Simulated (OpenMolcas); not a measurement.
# doublet [O2]−: levels of theory compared

Wanted: a comparison of 6 runs (UHF/STO-3G, U-r2SCAN/aug-cc-pVTZ, UBLYP/aug-cc-pVTZ, UPBE0/aug-cc-pVTZ, USVWN5/aug-cc-pVTZ, ROMP2/aug-cc-pVTZ) of doublet [O2]−. 

The results are computed with OpenMolcas 26.06.

1 further run of the same task is left out (it didn't finish).

**1. The molecule**

[O2]− has 2 atoms, charge -1, and is taken as a doublet. As SMILES of the parent species, `O=O`. Geometry: relaxed at PBE0-D4/def2-TZVP. That shape belongs to the parent species and isn't relaxed for this state.

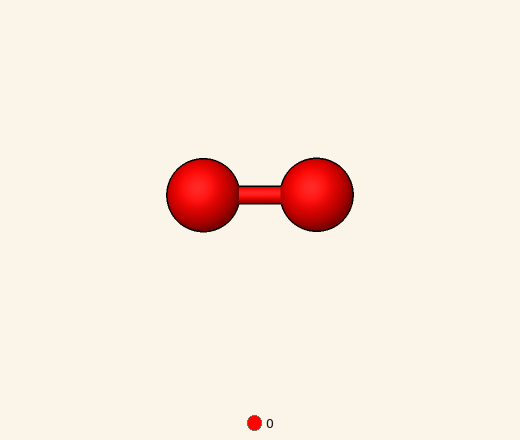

The structure, seen from a chosen angle (oxygen red).

**2. A single-point energy at UHF/STO-3G (run 1)**

mol.input reads:

```
* O2 Hartree-Fock

&GATEWAY
 BasLib
 $CurrDir
 BasisSet
 O.STO-3G....
 O1 0.509550 -0.164850 0.262450 angstrom
 O2 -0.509550 0.164850 -0.262450 angstrom
 End of Basis

&SEWARD

&SCF
 UHF
 Charge
 -1
 Spin
 2
 Thresholds
 1e-10 1e-07 1e-07 1e-05
 PrOrbitals
 1
```

The basis set STO-3G is read from a file made from the Basis Set Exchange's data (not shown).

Started as:

```sh
export MOLCAS_MEM=1860
pymolcas mol.input > mol.log
```

Standard output:

```text
--- Start Module: gateway ---
[...]
--- Stop Module: gateway /rc=_RC_ALL_IS_WELL_ ---
--- Start Module: seward ---
[...]
      Basis functions           10
--- Stop Module: seward /rc=_RC_ALL_IS_WELL_ ---
--- Start Module: scf ---
[...]
       Convergence after  15 Iterations
[...]
::    Total SCF energy                               -147.3563500885
[...]
      Total spin, S                                     0.5003776182
[...]
      Total electronic charge=   17.000000
      Total            charge=   -1.000000
[...]
      Dipole Moment (debye):
      Origin of the operator (angstrom)=    0.0000    0.0000    0.0000
                   X= -1.0159E-14               Y=  6.2082E-15               Z= -8.4657E-15           Total=  1.4609E-14
      Center of Charge (angstrom)
[...]
--- Stop Module: scf /rc=_RC_ALL_IS_WELL_ ---
[...]
```

Run time: 2.3 s. Hardware: 1 thread of Intel Xeon Platinum 8259CL at 2.50GHz (Skylake/Cascade Lake), shared host; peak memory 0.37 GiB.

**3. The energy at U-r2SCAN/aug-cc-pVTZ (run 2)**

mol.input reads:

```
* O2 Kohn-Sham DFT
>>> EXPORT MOLCAS_PRINT=2

&GATEWAY
 BasLib=$CurrDir
 Coord
 2
 angstrom
 O        0.509550      -0.164850       0.262450
 O       -0.509550       0.164850      -0.262450
 Basis=aug-cc-pVTZ
 Group=NoSym

&SEWARD
 GridInput
 Grid=UltraFine
 End of Grid

&SCF
 UHF
 Charge=-1
 Spin=2
 KSDFT=2
 1.0 MGGA_X_R2SCAN
 1.0 MGGA_C_R2SCAN
 Thresholds=1e-10 1e-07 1e-07 1e-05
 PrOrbitals=1 2
```

The basis set aug-cc-pVTZ is read from a file made from the Basis Set Exchange's data (not shown).

Started as:

```sh
export MOLCAS_MEM=1860
pymolcas mol.input > mol.log
```

Standard output:

```text
--- Start Module: gateway ---
[...]
--- Stop Module: gateway /rc=_RC_ALL_IS_WELL_ ---
--- Start Module: seward ---
[...]
      Basis functions           92
--- Stop Module: seward /rc=_RC_ALL_IS_WELL_ ---
[...]
--- Start Module: scf ---
[...]
       Convergence after 141 Iterations
[...]
::    Total KS-DFT energy                            -150.3041156463
[...]
      Total spin, S                                     0.5035323927
[...]
      Total electronic charge=   17.000000
      Total            charge=   -1.000000
[...]
      Dipole Moment (debye):
      Origin of the operator (angstrom)=    0.0000    0.0000    0.0000
                   X=  2.9563E-09               Y=  2.5685E-08               Z=  9.9119E-09           Total=  2.7690E-08
      Center of Charge (angstrom)
[...]
--- Stop Module: scf /rc=_RC_ALL_IS_WELL_ ---
[...]
```

Wall time 5.2 min (1 thread of Intel Xeon Platinum 8259CL at 2.50GHz (Skylake/Cascade Lake), shared host); peak memory 0.51 GiB.

**4. The energy at UBLYP/aug-cc-pVTZ (run 3)**

job.input reads:

```
* O2 Kohn-Sham DFT

&gateway
 baslib=$CurrDir
 coord
 2
 angstrom
 O        0.509550      -0.164850       0.262450
 O       -0.509550       0.164850      -0.262450
 basis=aug-cc-pVTZ
 group=NoSym

&seward
 gridinput
 Grid=UltraFine
 End of Grid

&scf
 uhf
 charge=-1
 spin=2
 ksdft=BLYP
 thresholds=1e-10 1e-07 1e-07 1e-05
 prorbitals=1 1
```

The basis set aug-cc-pVTZ is read from a file made from the Basis Set Exchange's data (not shown).

Started as:

```sh
export MOLCAS_MEM=1860
pymolcas job.input > job.log
```

Standard output:

```text
--- Start Module: gateway ---
[...]
--- Stop Module: gateway /rc=_RC_ALL_IS_WELL_ ---
--- Start Module: seward ---
[...]
      Basis functions           92
--- Stop Module: seward /rc=_RC_ALL_IS_WELL_ ---
[...]
--- Start Module: scf ---
[...]
       Convergence after  26 Iterations
[...]
::    Total KS-DFT energy                            -150.3723425098
[...]
      Total spin, S                                     0.5018818848
[...]
      Total electronic charge=   17.000000
      Total            charge=   -1.000000
[...]
      Dipole Moment (debye):
      Origin of the operator (angstrom)=    0.0000    0.0000    0.0000
                   X=  2.2588E-12               Y= -1.5471E-12               Z=  3.4100E-12           Total=  4.3730E-12
      Center of Charge (angstrom)
[...]
--- Stop Module: scf /rc=_RC_ALL_IS_WELL_ ---
[...]
```

Run time: 50 s. Hardware: 1 thread of Intel Xeon Platinum 8259CL at 2.50GHz (Skylake/Cascade Lake), shared host; peak memory 0.51 GiB.

Runs 4 to 5 aren't shown in full; the table further down has their settings and results.

**5. A single-point energy at ROMP2/aug-cc-pVTZ (run 6)**

mol.input reads:

```
* O2 ROMP2

&GATEWAY
  BasLib=$CurrDir
  Coord
  2
  angstrom
  O        0.509550      -0.164850       0.262450
  O       -0.509550       0.164850      -0.262450
  Basis=aug-cc-pVTZ
  Group=NoSym

&SEWARD

&SCF
  UHF
  Charge=-1
  Spin=2
  Thresholds=1e-10 1e-07 1e-07 1e-05
  PrOrbitals=1 2

&RASSCF
  FileOrb=$Project.UnaOrb
  Spin=2
  Nactel=1 0 0
  Inactive=8
  Ras2=1
  OutOrbitals=Canonical
  OrbListing=Nothing

&CASPT2
  IPEA=0.0
  Frozen=2
```

The basis set aug-cc-pVTZ is read from a file made from the Basis Set Exchange's data (not shown).

Started as:

```sh
export MOLCAS_MEM=1860
pymolcas mol.input > mol.log
```

Standard output:

```text
--- Start Module: gateway ---
[...]
--- Stop Module: gateway /rc=_RC_ALL_IS_WELL_ ---
[...]
      Basis functions           92
[...]
       Convergence after  17 Iterations
[...]
::    Total SCF energy                               -149.5793421896
[...]
      Total spin, S                                     0.9310418545
[...]
--- Start Module: rasscf ---
[...]
      Number of active orbitals                  1
[...]
      Spin quantum number                      0.5
[...]
      Active orbitals                            1
[...]
      Number of CSFs                             1
[...]
      Number of root(s) required                 1
[...]
      Convergence after 15 iterations
[...]
      printout of CI-coefficients larger than  0.05 for root  1
      energy=    -149.625713
      conf/sym  1     Coeff  Weight
             1  u   1.00000 1.00000
      Natural orbitals and occupation numbers for root  1
      sym 1:   1.000000
      ************************************************************************************************************************
      *                                                    Final results                                                     *
[...]
::    RASSCF root number  1 Total energy:   -149.62571324
[...]
      Total electronic charge=   17.000000
      Total            charge=   -1.000000
[...]
      Dipole Moment (debye):
      Origin of the operator (angstrom)=    0.0000    0.0000    0.0000
                   X=  7.5933E-07               Y= -1.9945E-06               Z= -3.0721E-06           Total=  3.7406E-06
      Center of Charge (angstrom)
[...]
--- Stop Module: rasscf /rc=_RC_ALL_IS_WELL_ ---
[...]
--- Start Module: caspt2 ---
[...]
 ###    WARNING: User changed nr of frozen orbitals.                         ###
 ###############################################################################
[...]
      E2 (Variational):          -0.5002577021
      Total energy:            -150.1259709382
[...]
      Reference weight:           0.88060
[...]
::    CASPT2 Root  1     Total energy:   -150.12597094
[...]
--- Stop Module: caspt2 /rc=_RC_ALL_IS_WELL_ ---
[...]
```

Run time: 28 s. Hardware: 1 thread of Intel Xeon Platinum 8259CL at 2.50GHz (Skylake/Cascade Lake), shared host; peak memory 0.51 GiB.

**6. Overview of the runs**

| run | level | integration grid | frozen core orbitals | energy (Eh) | HOMO energy (eV) | LUMO energy (eV) | ⟨S²⟩ | wall time |
| --- | --- | --- | --- | --- | --- | --- | --- | --- |
| 1 | UHF/STO-3G | – | – | -147.356350 | 7.49 | 23.14 | 0.751 | 2.3 s |
| 2 | U-r2SCAN/aug-cc-pVTZ | UltraFine | – | -150.304116 | 4.33 | 5.31 | 0.757 | 5.2 min |
| 3 | UBLYP/aug-cc-pVTZ | UltraFine | – | -150.372343 | 4.30 | 4.66 | 0.754 | 50 s |
| 4 | UPBE0/aug-cc-pVTZ | UltraFine | – | -150.220468 | 3.02 | 5.90 | 0.756 | 38 s |
| 5 | USVWN5/aug-cc-pVTZ | UltraFine | – | -149.325668 | 4.24 | 4.26 | 0.753 | 39 s |
| 6 | ROMP2/aug-cc-pVTZ | – | 2 | -150.125971 | – | – | – | 28 s |

**7. Summary of results**

| quantity | value |
| --- | --- |
| run 6: total energy | -150.12597 Eh |

In words: Totals of different functionals can't be ranked against each other. In runs 1, 2, 3, 4, 5 the HOMO lies above zero, so the outermost electron may be held by the basis alone. In run 1 the basis is minimal, so the values are rough. All runs together took 7.8 min, the longest 5.2 min.
